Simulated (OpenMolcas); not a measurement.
# BH3Cl (charge −1): single-point calculation (part 2 of 2)

The same run, continued: BH3Cl, charge −1, SMILES [BH3-]Cl; CASPT2/aug-cc-pVDZ (OpenMolcas 26.06). The geometry comes from this level: GFN2-xTB.

Geometry of the input (Å):
```
B  0.0824  -0.0479  0.1359
Cl -0.8459  0.4965  -1.3970
H  1.2231  -0.2546  -0.2031
H  -0.4601  -1.0514  0.5327
H  0.0005  0.8574  0.9314
```

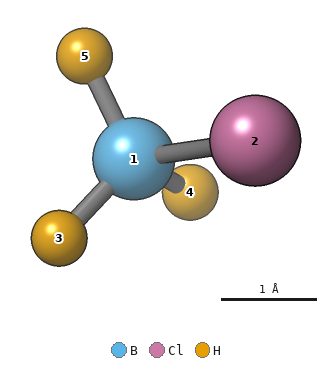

Figure 1. The structure as given in the input (ball-and-stick view, seen at a tilt; atoms are numbered from 1 in the order of the input).

**The program's output, continued**
```
      Average CI energy                            -486.01030921
      RASSCF energy for state  1                   -486.01030921
      Super-CI energy                                -0.00000000
      RASSCF energy change                           -0.00000000
      Max change in MO coefficients              -1.796E-05
      Max non-diagonal density matrix element    -7.593E-06
      Maximum BLB matrix element                  5.376E-07
      (orbital pair  12,  26 in symmetry   1)
      Norm of electronic gradient            1.673E-06
--

      Final state energy(ies):
      ------------------------

::    RASSCF root number  1 Total energy:   -486.01030921

++    Molecular orbitals:
      -------------------

      Pseudonatural active orbitals and approximate occupation numbers

      MOLECULAR ORBITALS FOR SYMMETRY SPECIES 1: a

      INDEX  ENERGY  OCCUPATION COEFFICIENTS ...
          1 -104.5781    2.0000
                24 CL2    1s     ( 1.0000)
          2  -10.3052    2.0000
                25 CL2    2s     ( 1.0062)
          3   -7.7709    2.0000
                29 CL2    2px    ( 0.8394)  33 CL2    2py    ( 0.4024)  37 CL2    2pz    (-0.3652)
          4   -7.7699    2.0000
                29 CL2    2px    ( 0.4956)  33 CL2    2py    (-0.2912)  37 CL2    2pz    ( 0.8182)
          5   -7.7671    2.0000
                29 CL2    2px    (-0.2229)  33 CL2    2py    ( 0.8677)  37 CL2    2pz    ( 0.4438)
          6   -7.3578    2.0000
                 1 B1     1s     (-1.0020)
          7   -0.8441    2.0000
                 2 B1     2s     ( 0.1944)   3 B1     *s     (-0.2843)  11 B1     2pz    (-0.1032)  26 CL2    3s     ( 0.8859)

          8   -0.4350    2.0000
                 2 B1     2s     ( 0.5933)   3 B1     *s     ( 0.1371)   5 B1     2px    ( 0.1117)  11 B1     2pz    ( 0.1850)
                26 CL2    3s     (-0.2214)  51 H3     1s     ( 0.3834)  52 H3     *s     (-0.2261)  60 H4     1s     ( 0.3835)
                61 H4     *s     (-0.2263)  69 H5     1s     ( 0.3840)  70 H5     *s     (-0.2263)
          9   -0.2826    2.0000
                 5 B1     2px    (-0.3685)   8 B1     2py    (-0.1760)  11 B1     2pz    ( 0.1606)  30 CL2    3px    (-0.5044)
                34 CL2    3py    (-0.2419)  38 CL2    3pz    ( 0.2195)  51 H3     1s     (-0.3769)  52 H3     *s     ( 0.1751)
                60 H4     1s     ( 0.3782)  61 H4     *s     (-0.1755)
         10   -0.2429    2.0000
                 5 B1     2px    (-0.1296)   8 B1     2py    ( 0.5032)  11 B1     2pz    ( 0.2559)  51 H3     1s     (-0.3175)
                52 H3     *s     ( 0.1646)  60 H4     1s     (-0.3124)  61 H4     *s     ( 0.1617)  69 H5     1s     ( 0.6285)
                70 H5     *s     (-0.3278)
         11   -0.1831    2.0000
                 5 B1     2px    ( 0.3179)   6 B1     *px    ( 0.1031)   8 B1     2py    ( 0.1528)  11 B1     2pz    (-0.1381)
                30 CL2    3px    (-0.6037)  34 CL2    3py    (-0.2895)  38 CL2    3pz    ( 0.2628)  51 H3     1s     ( 0.3970)
                52 H3     *s     (-0.2333)  60 H4     1s     (-0.3998)  61 H4     *s     ( 0.2350)
         12   -0.2246    1.9851
                 9 B1     *py    ( 0.1031)  30 CL2    3px    ( 0.1849)  34 CL2    3py    (-0.8010)  38 CL2    3pz    (-0.4577)

         13   -0.3041    1.9831
                 2 B1     2s     ( 0.1960)   3 B1     *s     (-0.2954)   5 B1     2px    (-0.1730)   8 B1     2py    ( 0.1013)
                11 B1     2pz    (-0.2860)  12 B1     *pz    ( 0.1044)  26 CL2    3s     (-0.2115)  30 CL2    3px    ( 0.4312)
                34 CL2    3py    (-0.2938)  38 CL2    3pz    ( 0.6671)
         14    0.7793    0.0182
                 2 B1     2s     (-0.3367)   3 B1     *s     ( 0.6421)   4 B1     *s     (-0.1825)   5 B1     2px    ( 0.2475)
                 8 B1     2py    (-0.1462)  11 B1     2pz    ( 0.4078)  12 B1     *pz    (-0.1192)  28 CL2    *s     ( 0.1313)
                30 CL2    3px    ( 0.2544)  34 CL2    3py    (-0.1412)  38 CL2    3pz    ( 0.4287)  39 CL2    *pz    (-0.1634)
                43 CL2    *d1-   ( 0.3727)  44 CL2    *d1-   ( 0.1583)  45 CL2    *d0    (-0.2726)  46 CL2    *d0    (-0.1092)
                47 CL2    *d1+   (-0.3397)  48 CL2    *d1+   (-0.1308)  49 CL2    *d2+   (-0.2475)  50 CL2    *d2+   (-0.1126)
                52 H3     *s     (-0.1458)  61 H4     *s     (-0.1448)  70 H5     *s     (-0.2064)
         15    0.9337    0.0137
                 3 B1     *s     ( 0.2726)  34 CL2    3py    ( 0.2629)  35 CL2    *py    (-0.2544)  38 CL2    3pz    ( 0.1195)
                39 CL2    *pz    (-0.1308)  41 CL2    *d2-   (-0.3649)  42 CL2    *d2-   (-0.1665)  43 CL2    *d1-   (-0.4237)
                44 CL2    *d1-   (-0.1895)  45 CL2    *d0    (-0.4539)  46 CL2    *d0    (-0.2080)  49 CL2    *d2+   (-0.1053)
                69 H5     1s     ( 0.1578)  70 H5     *s     (-0.1260)
--

      Von Neumann Entropy (Root   1) =  0.13366

      Mulliken population analysis for root number:  1
      -----------------------------------------------

++    Molecular charges:
      ------------------

      Mulliken charges per centre and basis function type
      ---------------------------------------------------

                B1      CL2     H3      H4      H5
      1s       2.0042  2.0001  1.3643  1.3643  1.3648
      2s       1.2283  2.0124  0.0000  0.0000  0.0000
      2px      0.9328  1.9998  0.0000  0.0000  0.0000
      2pz      0.7459  1.9999  0.0000  0.0000  0.0000
      2py      1.0033  1.9998  0.0000  0.0000  0.0000
      3s       0.0000  1.8557  0.0000  0.0000  0.0000
      3px      0.0000  1.7975  0.0000  0.0000  0.0000
      3pz      0.0000  1.6932  0.0000  0.0000  0.0000
      3py      0.0000  1.8334  0.0000  0.0000  0.0000
      *s      -0.2321  0.1845 -0.5958 -0.5957 -0.5954
      *px      0.0034  0.1106  0.0365  0.0001  0.0029
      *pz     -0.0601  0.0578 -0.0005  0.0168  0.0338
      *py      0.0271  0.1217  0.0054  0.0245  0.0063
      *d2+     0.0521  0.0053  0.0000  0.0000  0.0000
      *d1+     0.0265  0.0140  0.0000  0.0000  0.0000
      *d0      0.0252  0.0164  0.0000  0.0000  0.0000
      *d1-     0.0641  0.0160  0.0000  0.0000  0.0000
      *d2-     0.0229  0.0058  0.0000  0.0000  0.0000
      Total    5.8438 17.7239  0.8100  0.8100  0.8123

      N-E     -0.8438 -0.7239  0.1900  0.1900  0.1877

      Total electronic charge=   26.000000

      Total            charge=   -1.000000
--

      Expectation values of various properties for root number:  1
      -----------------------------------------------------------

++    Molecular properties:
      ---------------------

      Charge (e):
                      =   -1.0000
      Dipole Moment (debye):
      Origin of the operator (angstrom)=   -0.5694    0.3343   -0.9404
                   X= -1.3863E+00               Y=  8.1138E-01               Z= -2.2925E+00           Total=  2.7992E+00
      Center of Charge (angstrom)
                     X=   -0.28079644               Y=    0.16537364               Z=   -0.46315358
      Quadrupole Moment (debye*angstrom):
      Origin of the operator (angstrom)=   -0.5694    0.3343   -0.9404
                  XX= -2.8514E+01              XY=  1.0082E+00              XZ= -2.8809E+00              YY= -2.7340E+01
                  YZ=  1.6995E+00              ZZ= -3.1526E+01
      In traceless form (debye*angstrom)
                  XX=  9.1853E-01              XY=  1.5123E+00              XZ= -4.3214E+00              YY=  2.6808E+00
                  YZ=  2.5493E+00              ZZ= -3.5994E+00
--

      Average orbitals are written to the RASORB file
      Natural orbitals for root   1 are written to the RASORB.1 file
      Spin density orbitals for root   1 are written to the SPDORB.1 file

--- Stop Module: rasscf /rc=_RC_ALL_IS_WELL_ ---
--- Module rasscf spent 1 second ---

--- Start Module: caspt2 ---

                                              &CASPT2

                       available to each process: 1.9 GB of memory, 1 thread

++    Wave function specifications:
      -----------------------------

      Number of closed shell electrons          10
      Number of electrons in active shells       4
      Max number of holes in RAS1 space          0
      Max number of electrons in RAS3 space      0
      Number of inactive orbitals                5
      Number of active orbitals                  4
      Number of secondary orbitals              62
      Spin quantum number                      0.0
      State symmetry                             1
      Number of CSFs                            20
      Number of CASSCF root(s) available         1
      CASPT2 state passed to geometry opt.       1
      A file JOBMIX will be created
      This is a CASSCF or RASSCF reference function
--

++    Orbital specifications:
      -----------------------

      Symmetry species                           1
                                                 a
      Frozen orbitals                            6
      Inactive orbitals                          5
      Active orbitals                            4
      Secondary orbitals                        62
      Deleted orbitals                           0
      Number of basis functions                 77
--

++    CASPT2 specifications:
      ----------------------

      Type of calculation                        SS-CASPT2
      Fock operator                              state-specific
      IPEA shift                                 0.25
      Real shift                                 0.20
      Imaginary shift                            0.00
      The input orbitals will be transformed to quasi-canonical
--

--------------------------------------------------------------------------------
 Estimated memory requirements:
  POLY3 :                   250840
  RHS:                      348284
  SIGMA :                   406240
  PRPCTL:                        0
 Available workspace:    232485299

++ CASPT2 computation for group   1

********************************************************************************
 Multi-State initialization phase begins for group   1
--------------------------------------------------------------------------------
********************************************************************************
 Compute H0 matrices for state    1
--------------------------------------------------------------------------------
--------------------------------------------------------------------------------
 H0 matrices have been computed.

********************************************************************************
  CASPT2 EQUATION SOLUTION
--------------------------------------------------------------------------------

  Total nr of CASPT2 parameters:
   Before reduction:      176579
   After  reduction:      173321

 Variance of |WF0>:       0.6944020258

 The contributions to the second order correlation energy in atomic units.
-----------------------------------------------------------------------------------------------------------------------------
  IT.      VJTU        VJTI        ATVX        AIVX        VJAI        BVAT        BJAT        BJAI        TOTAL       RNORM
-----------------------------------------------------------------------------------------------------------------------------
   1    -0.000184   -0.000991   -0.004776   -0.023885   -0.004751   -0.022574   -0.052770   -0.117513   -0.227445    0.010138
   2    -0.000189   -0.001039   -0.004897   -0.024455   -0.004876   -0.022668   -0.052915   -0.117724   -0.228764    0.001307
   3    -0.000189   -0.001039   -0.004897   -0.024458   -0.004876   -0.022669   -0.052914   -0.117716   -0.228758    0.000270
   4    -0.000189   -0.001041   -0.004896   -0.024449   -0.004875   -0.022667   -0.052910   -0.117712   -0.228738    0.000046
   5    -0.000189   -0.001041   -0.004896   -0.024448   -0.004875   -0.022667   -0.052911   -0.117712   -0.228739    0.000008
   6    -0.000189   -0.001041   -0.004896   -0.024448   -0.004875   -0.022668   -0.052911   -0.117713   -0.228739    0.000001
-----------------------------------------------------------------------------------------------------------------------------

  FINAL CASPT2 RESULT:

      Reference energy:        -486.0103092108
      E2 (Non-variational):      -0.2287391913
      Shift correction:          -0.0167889585
      E2 (Variational):          -0.2455281498
      Total energy:            -486.2558373606
      Residual norm:              0.0000002276
      Reference weight:           0.92256

      Contributions to the CASPT2 correlation energy
      Active & Virtual Only:         -0.0275632904
      One Inactive Excited:          -0.0775480414
      Two Inactive Excited:          -0.1236278596

++ Denominators, etc.
--------------------------------------------------------------------------------------------------------------
 Report on small energy denominators, large coefficients, and large energy contributions.
CASE  SYMM ACTIVE-MIX  NON-ACTIVE INDICES          DENOMINATOR     RHS VALUE       COEFFICIENT     CONTRIBUTION
--

   (Skipping property calculation,
    use PROP keyword to activate)
--

  Total CASPT2 energies:
::    CASPT2 Root  1     Total energy:   -486.25583736

  A NEW JOBIPH FILE NAMED 'JOBMIX' IS PREPARED.
********************************************************************************
--- Stop Module: caspt2 /rc=_RC_ALL_IS_WELL_ ---
--- Module caspt2 spent 1 second ---

.##################.
.# Happy landing! #.
.##################.

    Timing: Wall=4.80 User=3.99 System=0.56
```

**Summary**

- outcome: converged
- total energy: −486.255837 hartree
- CASSCF energy: −486.010309 hartree
- basis functions: 77
- hardware: 1 thread of Arm Neoverse N1, 24 GiB of memory available, shared host
- wall time: 5.4 s
- peak memory: 0.083 GiB
